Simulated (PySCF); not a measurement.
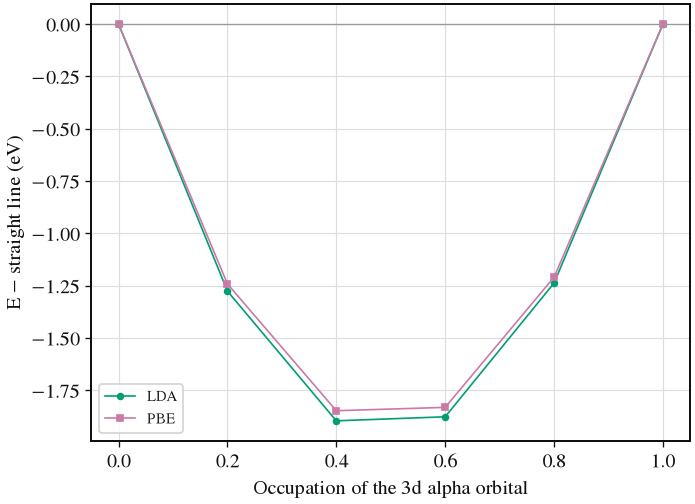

One 3d alpha orbital of V²⁺ ([Ar] 3d³) is emptied in steps. The plot gives the energy less the straight line between the integer ends. PySCF, def2-TZVP, non-relativistic, unrestricted single determinants, no spin-orbit coupling.

### What do the curves say about each method?

LDA: convex (delocalisation error), largest departure −1.9 eV, removal energy 30.40 eV; PBE: convex (delocalisation error), largest departure −1.8 eV, removal energy 30.20 eV. The measured removal energy is 29.31 eV. The exact energy is a straight line between whole electron numbers.
